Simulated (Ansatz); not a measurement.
# Sr2BSbO6: complex band structure, part 2 of 3

Aim: relax a made-up compound, Sr2BSbO6, and see how good a tunnel barrier it would be. It is built by putting B for Ga in the Sr2GaSbO6 structure of space group I4/m, with the volume rescaled by atomic radii. The parent structure comes from the Materials Project.

Ansatz 0.2.0; r2SCAN DFT, plane waves, PAW files (the session's first sound run).

So far. Step 2 (Relaxing the new crystal): The largest force component on a free atom ends at 0.0020 eV/Å.

The structure was built from a prototype and need not be the compound's stable phase.

## Step 3: Band edges

The energy window and the wavevectors of the next steps follow from the band edges, so these are searched first, off the mesh as well.

Input file input.yaml:

```yaml
crystal:
  lattice:
    - [-2.5325849435, 2.5325849435, 4.4989249326]
    - [2.5325849435, -2.5325849435, 4.4989249326]
    - [2.5325849435, 2.5325849435, -4.4989249326]
  atoms:
    - { symbol: Sr, position: [0.75, 0.25, 0.5] }
    - { symbol: Sr, position: [0.25, 0.75, 0.5] }
    - { symbol: B, position: [0.0, 0.0, 0.0] }
    - { symbol: Sb, position: [0.5, 0.5, 0.0] }
    - { symbol: O, position: [0.824806125, 0.7373372165, 0.5621433415] }
    - { symbol: O, position: [0.2626627835, 0.824806125, 0.0874689085] }
    - { symbol: O, position: [0.7373372165, 0.175193875, 0.9125310915] }
    - { symbol: O, position: [0.175193875, 0.2626627835, 0.4378566585] }
    - { symbol: O, position: [0.7148447003, 0.7148447003, 0.0] }
    - { symbol: O, position: [0.2851552997, 0.2851552997, 0.0] }
kpoints:
  mp_grid: { grid: [6, 6, 6] }
  band_path: { path: [VBM, CBM], npoints: 30 }
scf:
  occupations: { method: fixed }
hamiltonian:
  xc: r2scan
output:
  eigenvalues: true
  write_potential: true
  write_density: true
  volumetric_format: npy
```

Started as:

```console
$ ansatz run input.yaml --threads 2 --pin off --max-ram 4096MiB --backend cpu --events-out ev --progress --plain --runs-dir out
```

Numbers of over 12 decimals in the logs are rounded to 6 here.

What it wrote:

```text
[...]
Crystal: 10 atoms, lattice volume = 115.424 Å³
Basis set: ecut = 500 eV, 2929 PW (Γ), exchange–correlation on 180×180×180 points (64 copies of the dense FFT grid, shifted against one another)
Bands: 47, of which v1, the nominal top of the filled ones, is band 37 counted from 1 (36 counted from 0)
Symmetry: 8 space group operations
[...]
k-points: 36 of 216
[...]
SCF iter   1: F=—  HF=-17183.236046 eV  |F-HF|=—  |Δ(HF+E_count)|=         —  Δρ=1.24e-2  dr2=1.76e-1  dr2_τ=5.15e-1  ethr=1.77e-3  ⟨swp⟩=5.3  Hψ=6797  notcnv=0  defer=278
[...]
SCF iter   7: F=-17183.537700 eV  HF=-17183.537700 eV  |F-HF|=1.77e-8  |Δ(HF+E_count)|=   9.82e-7  Δρ=9.10e-6  dr2=8.32e-8  dr2_τ=6.85e-9  ethr=1.35e-10  ⟨swp⟩=13.1  Hψ=9662  notcnv=0
SCF 1 converged in 7 iterations: F = -17183.537700 eV  dr2 = 8.32e-8
[...]
NSCF: frozen V_eff on 36 k-points
[...]
SCF converged after 7 iterations
Free energy (F): -17183.537700 eV
[...]
Internal energy: -17183.537700 eV  (E = F + TS)
E sigma→0 (E₀):  -17183.537700 eV
Fermi energy:    9.997870 eV
[...]
--- Band table (eV; the first three rows and the last of 36) ---
  k-point 0: bands = [... 33 lower, 8.6843, 9.1980, 9.1980, 9.5856, 12.4174, 14.5141, 14.6405, 15.9948, ... 6 higher]
  k-point 1: bands = [... 33 lower, 8.6469, 8.7069, 9.1144, 9.6569, 12.9101, 14.9074, 15.1730, 16.2184, ... 6 higher]
  k-point 2: bands = [... 33 lower, 8.4422, 8.5154, 8.5754, 9.5644, 14.0625, 15.5449, 16.3629, 17.0688, ... 6 higher]
  k-point 35: bands = [... 33 lower, 8.4943, 9.1169, 9.1169, 9.9979, 13.7121, 15.4314, 15.8880, 17.2862, ... 6 higher]
```

The job ended after 19 s (2 threads of Intel Xeon Platinum 8488C (Sapphire Rapids), shared host; peak memory 0.86 GiB; 37 s of CPU time).

The column dr2 measures how far the density is from self-consistency, as an energy; F and HF (Harris–Foulkes) agree once it is small.

Numbers from this step:

```
Fermi energy        : 9.998 eV
gap on the k-mesh   : 2.420 eV
gap on path         : 2.420 eV, by band count; negative where bands overlap
direct gap on path  : 2.832 eV
edge places on path : 0, 1.888 1/A along the path
```

The electronic bands at the labelled points (eV, zero at the Fermi level (highest filled level under fixed occupations); v1 is the highest filled band, c1 the lowest empty one):

```csv
point,v4,v3,v2,v1,c1,c2,c3,c4
VBM,-1.50,-0.88,-0.88,0.00,3.71,5.43,5.89,7.29
CBM,-1.31,-0.80,-0.80,-0.41,2.42,4.52,4.64,6.00
```

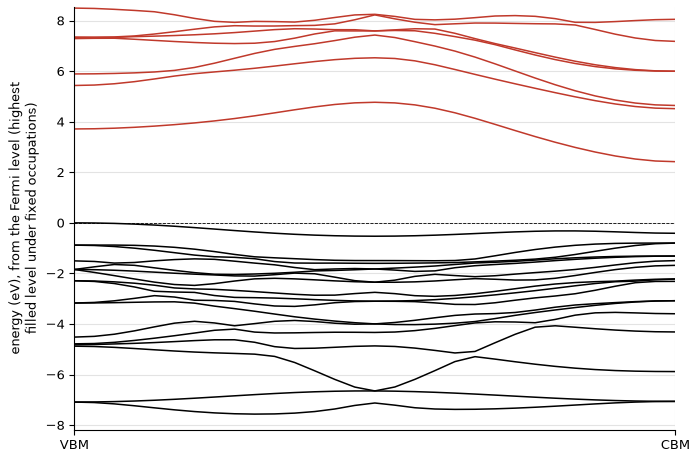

Electronic bands along the path; lines of filled and empty bands in two colours.

The searched edges give 2.42 eV, as on the mesh.

## Step 4: Decaying states in the gap, plane (001)

This step: r2SCAN DFT, plane waves, PAW files; complex bands by layer matching along the plane's normal (Ansatz 0.2.0).

The same crystal is laid in a cell whose first two vectors span the (001) plane (indices of the standard conventional cell, whose axes can be ordered otherwise than in the bulk input). At fixed energy and wavevector in the plane the solver finds all kz, real and complex. A few wavevectors are listed, (0, 0) and (0.5, 0) in units of the plane's reciprocal vectors; the slowest state needn't be among them.

Input file input.yaml:

```yaml
crystal:
  lattice:
    - [5.065169887, 0.0, 0.0]
    - [0.0, 5.065169887, 0.0]
    - [2.532584944, 2.532584944, 4.498924933]
  atoms:
    - { symbol: Sr, position: [0.75, 0.25, 0.5] }
    - { symbol: Sr, position: [0.25, 0.75, 0.5] }
    - { symbol: B, position: [0.0, 0.0, 0.0] }
    - { symbol: Sb, position: [0.5, 0.5, 0.0] }
    - { symbol: O, position: [0.7373372165, 0.824806125, 0.0] }
    - { symbol: O, position: [0.824806125, 0.2626627835, 0.0] }
    - { symbol: O, position: [0.175193875, 0.7373372165, 0.0] }
    - { symbol: O, position: [0.2626627835, 0.175193875, 0.0] }
    - { symbol: O, position: [0.2851552997, 0.2851552997, 0.4296894006] }
    - { symbol: O, position: [0.7148447003, 0.7148447003, 0.5703105994] }
kpoints:
  mp_grid: { grid: [6, 6, 6] }
scf:
  occupations: { method: fixed }
hamiltonian:
  xc: r2scan
output:
  eigenvalues: true
  transmission:
    leads: [[0, 0]]
    kpoints: [[0.0, 0.0], [0.5, 0.0]]
    e_range: [-1.0, 3.42]
    de: 0.07
```

What it wrote:

```text
[...]
Crystal: 10 atoms, lattice volume = 115.424 Å³
Basis set: ecut = 500 eV, 2929 PW (Γ), exchange–correlation on 160×160×180 points (64 copies of the dense FFT grid, shifted against one another)
Bands: 47, of which v1, the nominal top of the filled ones, is band 37 counted from 1 (36 counted from 0)
Symmetry: 8 space group operations
[...]
k-points: 36 of 216
[...]
SCF iter   1: F=—  HF=-17183.235890 eV  |F-HF|=—  |Δ(HF+E_count)|=         —  Δρ=1.24e-2  dr2=1.77e-1  dr2_τ=5.15e-1  ethr=1.77e-3  ⟨swp⟩=5.4  Hψ=6797  notcnv=0  defer=273
[...]
SCF iter   8: F=-17183.537700 eV  HF=-17183.537700 eV  |F-HF|=1.33e-9  |Δ(HF+E_count)|=   4.07e-8  Δρ=1.76e-6  dr2=4.12e-9  dr2_τ=1.01e-9  ethr=1.35e-10  ⟨swp⟩=13.9  Hψ=7902  notcnv=0
SCF 1 converged in 8 iterations: F = -17183.537700 eV  dr2 = 4.12e-9
[...]
transmission: 9 of 18 steps passed
transmission: 18 of 18 steps passed
SCF converged after 8 iterations
Free energy (F): -17183.537700 eV
[...]
Internal energy: -17183.537700 eV  (E = F + TS)
E sigma→0 (E₀):  -17183.537700 eV
Fermi energy:    9.997957 eV
[...]
--- Band table (eV; the first three rows and the last of 36) ---
  k-point 0: bands = [... 33 lower, 8.6843, 9.1981, 9.1981, 9.5856, 12.4174, 14.5141, 14.6404, 15.9948, ... 6 higher]
  k-point 1: bands = [... 33 lower, 8.5339, 9.1832, 9.1832, 9.7191, 12.7636, 14.8125, 14.8739, 16.3433, ... 6 higher]
  k-point 2: bands = [... 33 lower, 8.4958, 9.1411, 9.1411, 9.9055, 13.3498, 15.2081, 15.6896, 17.0584, ... 6 higher]
  k-point 35: bands = [... 33 lower, 8.3210, 8.3871, 8.4714, 9.4703, 14.7985, 16.3173, 17.3975, 17.5154, ... 6 higher]
--- Transmission ---
  basis      : 277 plane waves across, 9 finite elements along
  points     : 2, as listed
  energies   : 64 from -1.000000 to 3.410000 eV about the Fermi level, 0.070000 eV apart; the leads are filled to 1.209723 eV, and channels, transmission and decay are at 1.240000 eV
  crystal 0  : O6B1Sb1Sr2, at the sites [0, 0], period 4.4989 Å: whole cells are its period
    offset         : up to 0.0000 Å between an atom of the period and one for which it stands
    channels       : 0.000000e0 a spin
    conductance    : none, the energies end too early or step too widely for 300 K: set another output.transmission.e_range or a lower de, or, where they end at an eighth of basis.ecutwfc, a higher one
    slowest decay  : 0.2977 /Å at (0.0000, 0.0000)
```

It took 81 s on 2 threads; peak memory 1.2 GiB.

Numbers from this step:

```yaml
gap_on_the_k_mesh: 2.419 eV
level_to_which_the_leads_are_filled: 1.210 eV from the Fermi level
decay_constant_at_the_filling_level_zone_centre: 0.2977 Å⁻¹
decay_constant_at_the_filling_level_slowest_listed_point: 0.2977 Å⁻¹
```

K parallel (0, 0); values up to 1.5 1/Å, a degenerate pair printed once or twice; energies at which all values exceed this have no row. The Im kz of the slowest decaying states by energy, zero at the highest filled level on the SCF mesh:

```
energy (eV)  decay 1 (Å⁻¹)  decay 2 (Å⁻¹)  decay 3 (Å⁻¹)  decay 4 (Å⁻¹)
    -1.0000          0.217          0.271          0.407          0.456
    -0.7200          0.200          0.345          0.436          0.550
    -0.5100          0.142          0.414          0.476          0.566
    -0.2300          0.388          0.500          0.582          0.598
    -0.0200          0.397          0.509          0.590          0.649
     0.2600          0.332          0.420          0.526          0.598
     0.4700          0.373          0.424          0.504          0.537
     0.7500          0.338          0.513          0.548          0.604
     1.0300          0.315          0.556          0.591          0.604
     1.2400          0.298          0.560          0.602          0.640
     1.5200          0.272          0.562          0.598          0.606
     1.7300          0.247          0.562          0.578          0.594
     2.0100          0.203          0.542          0.559          0.586
     2.2200          0.149          0.515          0.556          0.579
     2.5000          0.481          0.548          0.568          0.732
     2.7800          0.448          0.539          0.554          0.730
     2.9900          0.426          0.529          0.542          0.728
     3.2700          0.400          0.515          0.523          0.724
```

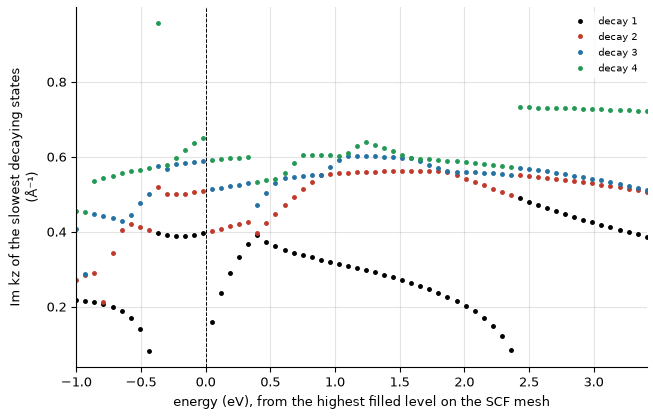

Im kz of the slowest decaying states, plotted against energy.

K parallel (0.5, 0); values up to 1.5 1/Å, a degenerate pair printed once or twice; energies at which all values exceed this have no row. Table of Im kz of the slowest decaying states by energy, zero at the highest filled level on the SCF mesh:

```
energy (eV)  decay 1 (Å⁻¹)  decay 2 (Å⁻¹)  decay 3 (Å⁻¹)  decay 4 (Å⁻¹)
     -1.000          0.247          0.425          0.721          0.762
     -0.510          0.382          0.506          0.518          0.880
     -0.020          0.508          0.523          0.626          0.921
      0.470          0.595          0.681          0.848          0.998
      1.030          0.621          0.672          0.830          0.835
      1.520          0.573          0.674          0.827          0.868
      2.010          0.540          0.678          0.824          0.866
      2.500          0.505          0.677          0.820          0.853
      2.990          0.460          0.671          0.815          0.833
```

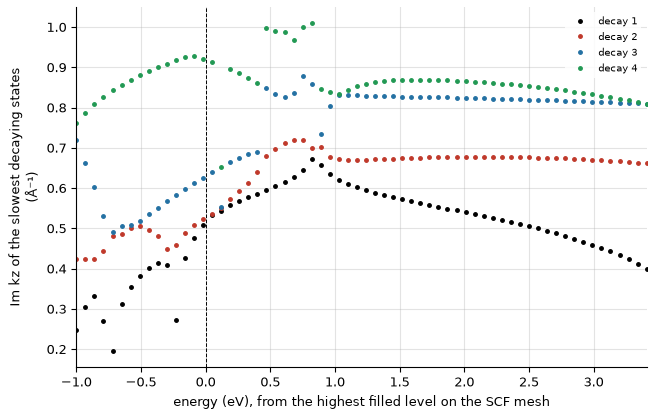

Im kz of the slowest decaying states, plotted against energy.

At the listed wavevectors the last open channel is at -0.02 eV and the next at +2.43 eV on the grid. At +1.24 eV, the grid energy nearest the filling level (the middle of the gap on the SCF mesh), the slowest state at the listed wavevectors decays with κ = 0.298 Å⁻¹, its amplitude falling by e over 3.4 Å. Through 1 nm of this crystal that state's transmission falls by exp(−2 × 0.298 Å⁻¹ × 10 Å) = 0.0026.

## Step 5: Complex bands, plane (110)

The same for the (110) plane, at (0, 0) and (-0.5, -0.5), to see how the decay depends on direction.

Input file input.yaml:

```yaml
crystal:
  lattice:
    - [5.750504199, 0.0, 0.0]
    - [1.288991765, 5.604176904, 0.0]
    - [2.230756217, -2.802088452, 3.581615975]
  atoms:
    - { symbol: Sr, position: [0.25, 0.25, 0.5] }
    - { symbol: Sr, position: [0.75, 0.75, 0.5] }
    - { symbol: B, position: [0.0, 0.0, 0.0] }
    - { symbol: Sb, position: [0.5, 0.5, 0.0] }
    - { symbol: O, position: [0.2626627835, 0.7373372165, 0.5621433415] }
    - { symbol: O, position: [0.175193875, 0.824806125, 0.0874689085] }
    - { symbol: O, position: [0.824806125, 0.175193875, 0.9125310915] }
    - { symbol: O, position: [0.7373372165, 0.2626627835, 0.4378566585] }
    - { symbol: O, position: [0.7148447003, 0.7148447003, 0.0] }
    - { symbol: O, position: [0.2851552997, 0.2851552997, 0.0] }
kpoints:
  mp_grid: { grid: [6, 6, 6] }
scf:
  occupations: { method: fixed }
hamiltonian:
  xc: r2scan
output:
  eigenvalues: true
  transmission:
    leads: [[0, 0]]
    kpoints: [[0.0, 0.0], [-0.5, -0.5]]
    e_range: [-1.0, 3.42]
    de: 0.09
```

What it wrote:

```text
[...]
Crystal: 10 atoms, lattice volume = 115.424 Å³
Basis set: ecut = 500 eV, 2929 PW (Γ), exchange–correlation on 180×180×160 points (64 copies of the dense FFT grid, shifted against one another)
Bands: 47, of which v1, the nominal top of the filled ones, is band 37 counted from 1 (36 counted from 0)
Symmetry: 8 space group operations
[...]
k-points: 36 of 216
[...]
SCF iter   1: F=—  HF=-17183.236067 eV  |F-HF|=—  |Δ(HF+E_count)|=         —  Δρ=1.24e-2  dr2=1.76e-1  dr2_τ=5.15e-1  ethr=1.77e-3  ⟨swp⟩=5.3  Hψ=6798  notcnv=0  defer=274
[...]
SCF iter   7: F=-17183.537700 eV  HF=-17183.537700 eV  |F-HF|=1.77e-8  |Δ(HF+E_count)|=   9.77e-7  Δρ=8.93e-6  dr2=8.05e-8  dr2_τ=6.48e-9  ethr=1.35e-10  ⟨swp⟩=13.2  Hψ=9666  notcnv=0
SCF 1 converged in 7 iterations: F = -17183.537700 eV  dr2 = 8.05e-8
[...]
transmission: 7 of 14 steps passed
transmission: 14 of 14 steps passed
SCF converged after 7 iterations
Free energy (F): -17183.537700 eV
[...]
Internal energy: -17183.537700 eV  (E = F + TS)
E sigma→0 (E₀):  -17183.537700 eV
Fermi energy:    9.997875 eV
[...]
--- Band table (eV; the first three rows and the last of 36) ---
  k-point 0: bands = [... 33 lower, 8.6843, 9.1980, 9.1980, 9.5856, 12.4174, 14.5141, 14.6405, 15.9948, ... 6 higher]
  k-point 1: bands = [... 33 lower, 8.6469, 8.7069, 9.1144, 9.6569, 12.9101, 14.9074, 15.1730, 16.2184, ... 6 higher]
  k-point 2: bands = [... 33 lower, 8.4422, 8.5154, 8.5754, 9.5644, 14.0625, 15.5449, 16.3629, 17.0688, ... 6 higher]
  k-point 35: bands = [... 33 lower, 8.4943, 9.1169, 9.1169, 9.9979, 13.7121, 15.4314, 15.8880, 17.2862, ... 6 higher]
--- Transmission ---
  basis      : 341 plane waves across, 7 finite elements along
  points     : 2, as listed
[...]
crystal 0  : O6Sb1B1Sr2, at the sites [0, 0], period 3.5816 Å: whole cells are its period
[...]
channels       : 0.000000e0 a spin
[...]
slowest decay  : 0.3118 /Å at (0.0000, 0.0000)
```

Run time: 92 s. Hardware: 2 threads; peak memory 1.4 GiB.

Numbers from this step:

```
gap on the k-mesh                                         : 2.420 eV
decay constant at the filling level, zone centre          : 0.3118 Å⁻¹
decay constant at the filling level, slowest listed point : 0.3118 Å⁻¹
```

K parallel (0, 0); values up to 1.5 1/Å, a degenerate pair printed once or twice; energies at which all values exceed this have no row. Table of Im kz of the slowest decaying states by energy, zero at the highest filled level on the SCF mesh:

```
energy (eV)  decay 1 (Å⁻¹)  decay 2 (Å⁻¹)  decay 3 (Å⁻¹)  decay 4 (Å⁻¹)
     -1.000          0.225          0.341          0.443          0.523
     -0.460          0.132          0.205          0.308          0.477
     -0.010          0.275          0.345          0.429          0.549
      0.530          0.313          0.462          0.513          0.540
      0.980          0.319          0.504          0.531          0.539
      1.520          0.295          0.509          0.519          0.543
      1.970          0.234          0.503          0.504          0.539
      2.510          0.474          0.501          0.530          0.540
      2.960          0.439          0.486          0.502          0.519
```

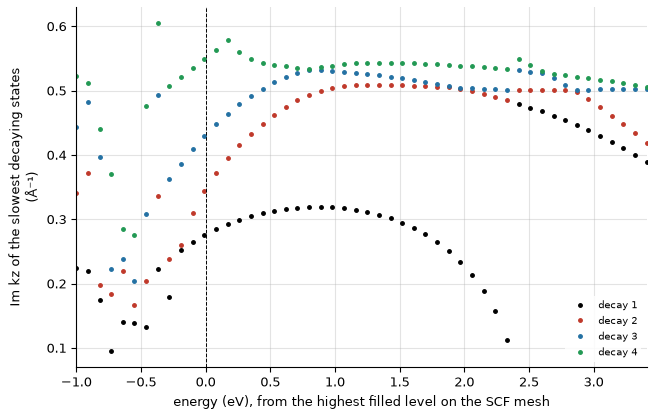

Im kz of the slowest decaying states, plotted against energy.

K parallel (-0.5, -0.5); values up to 1.5 1/Å, a degenerate pair printed once or twice; energies at which all values exceed this have no row. Im kz of the slowest decaying states against energy, zero at the highest filled level on the SCF mesh:

```csv
energy (eV),decay 1 (Å⁻¹),decay 2 (Å⁻¹),decay 3 (Å⁻¹),decay 4 (Å⁻¹)
-1.000,0.175,0.380,0.401,0.425
-0.460,0.282,0.329,0.406,0.479
-0.010,0.339,0.437,0.484,0.524
0.530,0.454,0.472,0.520,0.538
0.980,0.464,0.539,0.545,0.579
1.520,0.470,0.548,0.588,0.630
1.970,0.462,0.546,0.597,0.610
2.510,0.433,0.537,0.597,0.611
2.960,0.380,0.525,0.593,0.600
```

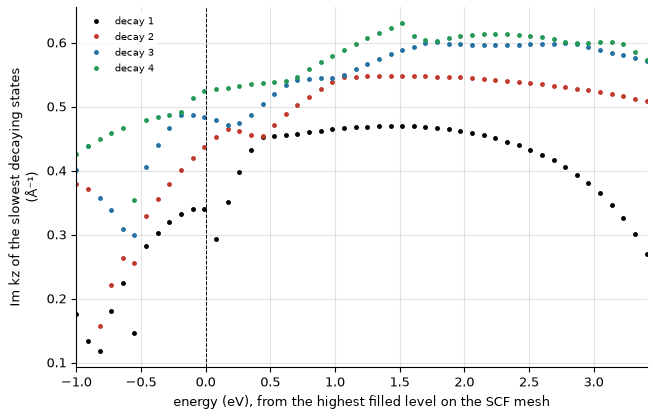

Im kz of the slowest decaying states, plotted against energy.

At the listed wavevectors the last open channel is at -0.01 eV and the next at +2.42 eV on the grid. At +1.25 eV, the grid energy nearest the filling level (the middle of the gap on the SCF mesh), the slowest state at the listed wavevectors decays with κ = 0.312 Å⁻¹, its amplitude falling by e over 3.2 Å; the first such run, plane (001), gave 0.298 Å⁻¹.

(Part 2 of 3 ends here.)

[Logs are printed without paths, hosts, clocks, repeated set-up lines and the standing remarks that a program may print on its own settings, such as how far it seeks lower states.]

[Hosts, paths, dates, database ids (printed as entryN), source tags and the programs' standing remarks are cut or masked in the printed files.]
